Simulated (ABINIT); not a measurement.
# MgO (Fm-3m): G0W0 with ABINIT, start to end, part 2 of 3

Wanted: ground state, empty states, screening and self-energy for MgO (Fm-3m).

ABINIT 10.8.3; LDA and many-body steps on it, plane waves. Known limits of the many-body steps: not at the basis limit.

So far. Step 2 (Ground state): The gap is direct, at Γ.

### 3. Bands along the symmetry lines

Level of this step: DFT, LDA, plane waves, norm-conserving pseudopotentials (ABINIT).

Levels along a band path, at the cheap level, show where the edges lie and whether the meshes to come will hold them.

Input file run.abi:

```
acell 3*1.0 Angstrom
rprim 
  -0.000000000000 2.097001392700 2.097001392700
  2.097001392700 -0.000000000000 2.097001392700
  2.097001392700 2.097001392700 -0.000000000000
ntypat 2
znucl 12 8
natom 2
typat 1 2
xred 
  0.000000000000 0.000000000000 0.000000000000
  0.500000000000 0.500000000000 0.500000000000
pp_dirpath "pseudos"
pseudos "Mg.upf, O.upf"
ecut 38
iscf -2
irdden 1
kptopt 0
nkpt 50
kpt 
  0.00000000 0.00000000 0.00000000
  0.06250000 0.00000000 0.06250000
  0.12500000 0.00000000 0.12500000
  0.18750000 0.00000000 0.18750000
  0.25000000 0.00000000 0.25000000
  0.31250000 0.00000000 0.31250000
  0.37500000 0.00000000 0.37500000
  0.43750000 0.00000000 0.43750000
  0.50000000 0.00000000 0.50000000
  0.51562500 0.03125000 0.51562500
  0.53125000 0.06250000 0.53125000
  0.54687500 0.09375000 0.54687500
  0.56250000 0.12500000 0.56250000
  0.57812500 0.15625000 0.57812500
  0.59375000 0.18750000 0.59375000
  0.60937500 0.21875000 0.60937500
  0.62500000 0.25000000 0.62500000
  0.37500000 0.37500000 0.75000000
  0.32812500 0.32812500 0.65625000
  0.28125000 0.28125000 0.56250000
  0.23437500 0.23437500 0.46875000
  0.18750000 0.18750000 0.37500000
  0.14062500 0.14062500 0.28125000
  0.09375000 0.09375000 0.18750000
  0.04687500 0.04687500 0.09375000
  0.00000000 0.00000000 0.00000000
  0.06250000 0.06250000 0.06250000
  0.12500000 0.12500000 0.12500000
  0.18750000 0.18750000 0.18750000
  0.25000000 0.25000000 0.25000000
  0.31250000 0.31250000 0.31250000
  0.37500000 0.37500000 0.37500000
  0.43750000 0.43750000 0.43750000
  0.50000000 0.50000000 0.50000000
  0.50000000 0.46875000 0.53125000
  0.50000000 0.43750000 0.56250000
  0.50000000 0.40625000 0.59375000
  0.50000000 0.37500000 0.62500000
  0.50000000 0.34375000 0.65625000
  0.50000000 0.31250000 0.68750000
  0.50000000 0.28125000 0.71875000
  0.50000000 0.25000000 0.75000000
  0.50000000 0.21875000 0.71875000
  0.50000000 0.18750000 0.68750000
  0.50000000 0.15625000 0.65625000
  0.50000000 0.12500000 0.62500000
  0.50000000 0.09375000 0.59375000
  0.50000000 0.06250000 0.56250000
  0.50000000 0.03125000 0.53125000
  0.50000000 0.00000000 0.50000000
istwfk *1
nband 18
nbdbuf 5
tolwfr 1e-07
nstep 50
prtwf 0
prtvol 0
indata_prefix "in"
outdata_prefix "out"
tmpdata_prefix "tmp"
```

On the command line:

```sh
$ OMP_NUM_THREADS=1 mpirun -n 4 abinit run.abi > log
```

Numbers of over 12 decimals in the logs are rounded to 6 here.

Output:

```text
.Version 10.8.3 of ABINIT. v10.8.2 released Aug 2026.

 Symmetries : space group Fm -3 m (#225); Bravais cF (face-center cubic)
[... echo of the input left out ...]
== DATASET  1 ==================================================================
-   mpi_nproc: 4, omp_nthreads: 1 (-1 if OMP is not activated)

--- !DatasetInfo
iteration_state: {dtset: 1, }
dimensions: {natom: 2, nkpt: 50, mband: 18, nsppol: 1, nspinor: 1, nspden: 1, mpw: 1411, }
cutoff_energies: {ecut:  38.0, pawecutdg:  -1.0, }
electrons: {nelect:   1.60000000E+01, charge:   0.00000000E+00, occopt:   1.00000000E+00, tsmear:   1.00000000E-02, }

 Real(R)+Recip(G) space primitive vectors, cartesian coordinates (Bohr,Bohr^-1):
 R(1)=  0.0000000  3.9627583  3.9627583  G(1)= -0.1261747  0.1261747  0.1261747
 R(2)=  3.9627583  0.0000000  3.9627583  G(2)=  0.1261747 -0.1261747  0.1261747
 R(3)=  3.9627583  3.9627583  0.0000000  G(3)=  0.1261747  0.1261747 -0.1261747
 Unit cell volume ucvol=  1.2445798E+02 bohr^3
 Angles (23,13,12)=  6.00000000E+01  6.00000000E+01  6.00000000E+01 degrees

 getcut: wavevector=  0.0000  0.0000  0.0000  ngfft=  32  32  32
         ecut(hartree)=     38.000   => boxcut(ratio)=   2.05769

--- Pseudopotential description ------------------------------------------------
- Mg Generated using ONCVPSP code by D. R. Hamann
- 12.00000  10.00000  180309                  znucl, zion, pspdat
12 -1012 1 -1 1510                            pspcod,pspxc,lmax,lloc,mmax
     nproj     2     2     0
  pspatm : epsatm=    9.23542517
         --- l  ekb(1:nproj) -->
             0    2.239033   -0.828749
             1   -6.545315   -2.523783
 pspatm: atomic psp has been read  and splines computed

- O Generated using ONCVPSP code by D. R. Hamann
-  8.00000   6.00000  201201                  znucl, zion, pspdat
12 -1012 2 -1 926                             pspcod,pspxc,lmax,lloc,mmax
     nproj     2     2     1
  pspatm : epsatm=    6.27558587
         --- l  ekb(1:nproj) -->
             0    6.026028    0.816167
[...]
2   -1.033686
 pspatm: atomic psp has been read  and splines computed

--------------------------------------------------------------------------------

================================================================================
 prteigrs : about to open file out_EIG
 Non-SCF case, kpt    1 (  0.00000  0.00000  0.00000), residuals and eigenvalues=
  9.41E-09  2.96E-08  6.67E-08  6.77E-09  9.93E-08  8.15E-08  1.55E-08  6.22E-08
  1.36E-08  7.19E-09  8.99E-09  5.30E-08  3.11E-08  1.42E-08  8.33E-08  5.29E-08
  8.77E-08  3.26E-08
 -2.4631E+00 -1.2653E+00 -1.2653E+00 -1.2653E+00 -4.6098E-01  1.6385E-01
  1.6385E-01  1.6385E-01  3.4087E-01  7.4328E-01  7.4328E-01  7.4328E-01
  8.8704E-01  9.5675E-01  9.5675E-01  1.0496E+00  1.0496E+00  1.0496E+00
 Non-SCF case, kpt    2 (  0.06250  0.00000  0.06250), residuals and eigenvalues=
  9.50E-09  1.47E-08  5.78E-09  5.25E-08  1.61E-08  2.67E-08  8.52E-09  2.82E-08
[...]
3.19E-08  4.27E-08
[...]
Non-SCF case, kpt    3 (  0.12500  0.00000  0.12500), residuals and eigenvalues=
[...]
Non-SCF case, kpt   49 (  0.50000  0.03125  0.53125), residuals and eigenvalues=
[...]
Non-SCF case, kpt   50 (  0.50000  0.00000  0.50000), residuals and eigenvalues=
[...]
1.1335E-01  1.1335E-01  4.9543E-01  5.2659E-01  6.4251E-01  8.5634E-01
  8.5634E-01  1.1042E+00  1.1583E+00  1.3025E+00  1.3025E+00  1.4233E+00

--- !ResultsGS
iteration_state: {dtset: 1, }
comment   : Summary of ground state results
lattice_vectors:
- [ -0.0000000,   3.9627583,   3.9627583, ]
- [  3.9627583,  -0.0000000,   3.9627583, ]
- [  3.9627583,   3.9627583,  -0.0000000, ]
lattice_lengths: [   5.60419,    5.60419,    5.60419, ]
lattice_angles: [ 60.000,  60.000,  60.000, ] # degrees, (23, 13, 12)
lattice_volume:   1.2445798E+02
convergence: {deltae:  0.000E+00, res2:  0.000E+00, residm:  9.933E-08, diffor:  0.000E+00, }
etotal    :  -7.59171548E+01
entropy   :   0.00000000E+00
fermie    :   1.63852445E-01
cartesian_stress_tensor: null
pressure_GPa: null
xred      :
- [  0.0000E+00,   0.0000E+00,   0.0000E+00, Mg]
- [  5.0000E-01,   5.0000E-01,   5.0000E-01,  O]
cartesian_forces: null
force_length_stats: {min: null, max: null, mean: null, }

 Integrated electronic density in atomic spheres:
 ------------------------------------------------
 Atom  Sphere_radius  Integrated_density
[...]
================================================================================

 ----iterations are completed or convergence reached----

 Mean square residual over all n,k,spin=   31.815E-09; max=  99.332E-09
 reduced coordinates (array xred) for    2 atoms
       0.000000000000      0.000000000000      0.000000000000
       0.500000000000      0.500000000000      0.500000000000

 cartesian coordinates (angstrom) at end:
    1      0.000000     0.000000     0.000000
    2      2.097001     2.097001     2.097001
 length scales=  1.889726125908  1.889726125908  1.889726125908 bohr
              =  1.000000000000  1.000000000000  1.000000000000 angstroms
 prteigrs : about to open file out_EIG
 Eigenvalues (hartree) for nkpt=  50  k points:
 kpt#   1, nband= 18, wtk=  1.00000, kpt=  0.0000  0.0000  0.0000 (reduced coord)
[...]
kpt#   2, nband= 18, wtk=  1.00000, kpt=  0.0625  0.0000  0.0625 (reduced coord)
[...]
kpt#   3, nband= 18, wtk=  1.00000, kpt=  0.1250  0.0000  0.1250 (reduced coord)
[...]
kpt#  49, nband= 18, wtk=  1.00000, kpt=  0.5000  0.0313  0.5313 (reduced coord)
[...]
1.30344    1.44149
 kpt#  50, nband= 18, wtk=  1.00000, kpt=  0.5000  0.0000  0.5000 (reduced coord)
  -2.46260   -1.26820   -1.26643   -1.26643   -0.40003    0.01115    0.11335    0.11335
   0.49543    0.52659    0.64251    0.85634    0.85634    1.10417    1.15828    1.30253
   1.30253    1.42331

== END DATASET(S) ==============================================================
================================================================================

 -outvars: echo values of variables after computation  --------
            nband          18
             nkpt          50
          spgroup         225
 [... the other variables as echoed above ...]

 Calculation completed.
```

Elapsed: 4 s, on 4 MPI ranks of Arm Neoverse V1, shared host; peak memory 0.24 GiB; 16 s of CPU time.

Numbers from this step:

```yaml
gap: 4.817 eV
k_of_the_valence_top: 0, 0, 0
k_of_the_conduction_bottom: 0, 0, 0
least_direct_gap: 4.817 eV
```

The gap is 4.817 eV, as in the run before at this level.

The electronic bands at the labelled points (eV, zero at the top of the highest filled band; v1 is the highest filled band, c1 the lowest empty one):

| point | v4 | v3 | v2 | v1 | c1 | c2 | c3 | c4 |
| --- | --- | --- | --- | --- | --- | --- | --- | --- |
| Γ | -17.00 | 0.00 | 0.00 | 0.00 | 4.82 | 15.77 | 15.77 | 15.77 |
| X | -15.34 | -4.16 | -1.37 | -1.37 | 9.02 | 9.87 | 13.03 | 18.84 |
| U | -15.31 | -3.56 | -2.77 | -1.17 | 10.01 | 11.68 | 12.46 | 17.99 |
| jump to K | -15.31 | -3.56 | -2.77 | -1.17 | 10.01 | 11.68 | 12.46 | 17.99 |
| Γ | -17.00 | 0.00 | 0.00 | 0.00 | 4.82 | 15.77 | 15.77 | 15.77 |
| L | -15.58 | -4.73 | -0.66 | -0.66 | 7.86 | 12.55 | 16.17 | 16.17 |
| W | -15.27 | -3.01 | -3.01 | -1.82 | 11.58 | 11.58 | 12.05 | 15.47 |
| X | -15.34 | -4.16 | -1.37 | -1.37 | 9.02 | 9.87 | 13.03 | 18.84 |

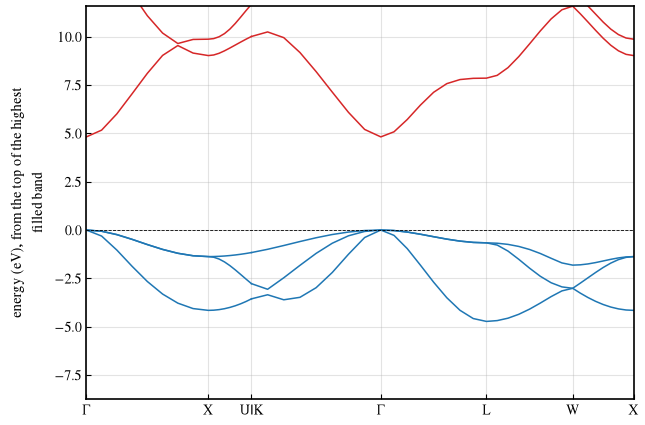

Electronic bands along the path; lines of filled and empty bands in two colours.

### 4. Empty states on the mesh, 6×6×6 mesh, 85 bands

The sums over transitions need many empty states on a uniform mesh; this step solves for them.

Input file run.abi:

```
acell 3*1.0 Angstrom
rprim 
  -0.000000000000 2.097001392700 2.097001392700
  2.097001392700 -0.000000000000 2.097001392700
  2.097001392700 2.097001392700 -0.000000000000
ntypat 2
znucl 12 8
natom 2
typat 1 2
xred 
  0.000000000000 0.000000000000 0.000000000000
  0.500000000000 0.500000000000 0.500000000000
pp_dirpath "pseudos"
pseudos "Mg.upf, O.upf"
ecut 38
ngkpt 6 6 6
nshiftk 1
shiftk 0 0 0
kptopt 1
chksymbreak 0
irdden 1
istwfk *1
nband 85
prtvol 0
optdriver 6
gwr_task "HDIAGO"
paral_kgb 0
occopt 1
indata_prefix "in"
outdata_prefix "out"
tmpdata_prefix "tmp"
```

Output:

```text
[banner, memory and clock lines left out]
.Version 10.8.3 of ABINIT. v10.8.2 released Aug 2026.

 Symmetries : space group Fm -3 m (#225); Bravais cF (face-center cubic)
[... echo of the input left out ...]
== DATASET  1 ==================================================================
-   mpi_nproc: 4, omp_nthreads: 1 (-1 if OMP is not activated)

--- !DatasetInfo
iteration_state: {dtset: 1, }
dimensions: {natom: 2, nkpt: 16, mband: 85, nsppol: 1, nspinor: 1, nspden: 1, mpw: 1411, }
cutoff_energies: {ecut:  38.0, pawecutdg:  -1.0, }
electrons: {nelect:   1.60000000E+01, charge:   0.00000000E+00, occopt:   1.00000000E+00, tsmear:   1.00000000E-02, }

.Using double precision arithmetic; gwpc =  8

- Reading GS density from: in_DEN

--- Pseudopotential description ------------------------------------------------
- Mg Generated using ONCVPSP code by D. R. Hamann
- 12.00000  10.00000  180309                  znucl, zion, pspdat
12 -1012 1 -1 1510                            pspcod,pspxc,lmax,lloc,mmax
     nproj     2     2     0
  pspatm : epsatm=    9.23542517
         --- l  ekb(1:nproj) -->
             0    2.239033   -0.828749
             1   -6.545315   -2.523783
 pspatm: atomic psp has been read  and splines computed

- O Generated using ONCVPSP code by D. R. Hamann
-  8.00000   6.00000  201201                  znucl, zion, pspdat
12 -1012 2 -1 926                             pspcod,pspxc,lmax,lloc,mmax
     nproj     2     2     1
  pspatm : epsatm=    6.27558587
         --- l  ekb(1:nproj) -->
             0    6.026028    0.816167
             1   -4.798959   -1.172522
             2   -1.033686
 pspatm: atomic psp has been read  and splines computed

   2.48176177E+02                                ecore*ucvol(ha*bohr**3)

 Total charge density [el/Bohr^3]
)     Maximum=    3.3704E+00  at reduced coord.    0.0625    0.9375    0.9688
)     Minimum=    1.0287E-02  at reduced coord.    0.2500    0.2500    0.2500
   Integrated=    1.6000E+01

 === KS gaps after direct diagonalization ===
 Direct band gap semiconductor
 Fundamental gap:     4.817 (eV)
   VBM:     4.459 (eV) at k: [ 0.0000E+00,  0.0000E+00,  0.0000E+00]
   CBM:     9.275 (eV) at k: [ 0.0000E+00,  0.0000E+00,  0.0000E+00]
 Direct gap:         4.817 (eV) at k: [ 0.0000E+00,  0.0000E+00,  0.0000E+00]

== END DATASET(S) ==============================================================

 -outvars: echo values of variables after computation  --------
           etotal      0.0000000000E+00
            nband          85
             nkpt          16
          spgroup         225
 [... the other variables as echoed above ...]

 Calculation completed.
```

Run time: 11 s. Hardware: 4 MPI ranks; peak memory 0.68 GiB; 43 s of CPU time.

Numbers from this step:

| Item | Value |
| --- | --- |
| gap | 4.817 eV |
| k of the valence top | 0, 0, 0 |
| k of the conduction bottom | 0, 0, 0 |
| least direct gap | 4.817 eV |
| k points computed | 16 |
| lowest point of the top converged band, above the valence top | 126.8356 eV |

On this mesh the gap is 4.817 eV.

### 5. Screening, 6×6×6 mesh, 77 bands, screening to 264 eV

The RPA dielectric matrix is built and inverted for each q.

This step: RPA screening on LDA, plane waves, norm-conserving pseudopotentials.

Edit run.abi of step 4 so:

```diff
@@ -20,10 +20,11 @@
 chksymbreak 0
-irdden 1
 istwfk *1
-nband 85
-prtvol 0
-optdriver 6
-gwr_task "HDIAGO"
-paral_kgb 0
 occopt 1
+irdwfk 1
+optdriver 3
+nband 77
+ecuteps 9.7
+inclvkb 2
+awtr 1
+symchi 1
 indata_prefix "in"
```

Output:

```text
.Version 10.8.3 of ABINIT. v10.8.2 released Aug 2026.

 Symmetries : space group Fm -3 m (#225); Bravais cF (face-center cubic)
[... echo of the input left out ...]
== DATASET  1 ==================================================================
-   mpi_nproc: 4, omp_nthreads: 1 (-1 if OMP is not activated)

--- !DatasetInfo
iteration_state: {dtset: 1, }
dimensions: {natom: 2, nkpt: 16, mband: 77, nsppol: 1, nspinor: 1, nspden: 1, mpw: 1411, }
cutoff_energies: {ecut:  38.0, pawecutdg:  -1.0, }
electrons: {nelect:   1.60000000E+01, charge:   0.00000000E+00, occopt:   1.00000000E+00, tsmear:   1.00000000E-02, }

 SCREENING: Calculation of the susceptibility and dielectric matrices

 Based on a program developped by R.W. Godby, V. Olevano, G. Onida, and L. Reining.
 Incorporated in ABINIT by V. Olevano, G.-M. Rignanese, and M. Torrent.
.Using double precision arithmetic ; gwpc =  8

[... cell and pseudopotentials left out ...]
--------------------------------------------------------------------------------

 ==== K-mesh for the wavefunctions ====
 Number of points in the irreducible wedge :    16
[... list of points left out ...]
 Together with 48 symmetry operations and time-reversal symmetry
 yields   216 points in the full Brillouin Zone.

 ==== Q-mesh for the screening function ====
 Number of points in the irreducible wedge :    16
[... list of points left out ...]
 Together with 48 symmetry operations and time-reversal symmetry
 yields   216 points in the full Brillouin Zone.

 setmesh: FFT mesh size selected  =    24x   24x   24
          total number of points  =        13824

 vcoul_init : cutoff-mode = AUXILIARY_FUNCTION
 q-points for optical limit:   1
     1)      0.000010    0.000020    0.000030

- screening: taking advantage of time-reversal symmetry
- Maximum band index for partially occupied states nbvw = 8
- Remaining bands to be divided among processors   nbcw = 69
- Number of bands treated by each node ~17

 Number of electrons calculated from density =   16.0000; Expected =   16.0000
 average of density, n =  0.128557
 r_s =    1.2291
 omega_plasma =   34.5863 [eV]

 calculating chi0 at frequencies [eV] :
  1    0.000000E+00    0.000000E+00
  2    0.000000E+00    3.458631E+01

--------------------------------------------------------------------------------
  q-point number  1        q = ( 0.000000, 0.000000, 0.000000) [r.l.u.]
--------------------------------------------------------------------------------
[... chi0 elements left out ...]
 For q-point:  0.000010 0.000020 0.000030
  dielectric constant =   3.0829
  dielectric constant without local fields =   3.3069

  Average fulfillment of the sum rule on Im[epsilon] for q-point    1 :     64.88  [%]
[... wings left out ...]
  q-point number  2        q = ( 0.166667, 0.000000, 0.000000) [r.l.u.]
--------------------------------------------------------------------------------
[... chi0 elements left out ...]
  Average fulfillment of the sum rule on Im[epsilon] for q-point    2 :     80.99  [%]

 [... 14 further q-points ...]
```

The job ended after 58 s (4 MPI ranks; peak memory 0.7 GiB).

This step gave:

```
ε∞ with local fields, on this mesh, along the program's q direction : 3.083
the same without local fields                                       : 3.307
plasma frequency                                                    : 34.59 eV
plane waves in the screening matrix                                 : 169
```

Local fields lower ε∞ by 7 %.

[end of part 2 of 3]

[Paths, hosts, dates, memory and timing lines, banners, echoed tables and standing remarks are left out of the program output.]

[Logs are printed without paths, hosts, clocks, repeated set-up lines and the standing remarks that a program may print on its own settings, such as how far it seeks lower states.]

[Runs of the session that timed out or met a known fault of the program may be left out.]

[Hosts, paths, dates, database ids (printed as entryN), source tags and the programs' standing remarks are cut or masked in the printed files.]

[G0W0 gaps are taken among the corrected bands and points alone; a level outside them can change the order at an edge.]

[Where Ansatz stands beside ABINIT at settings called matched, ABINIT's density can come from a denser mesh and the files from another edition; pairs whose starting gaps differed by over 0.03 eV were left out, so agreement reads better than it is.]
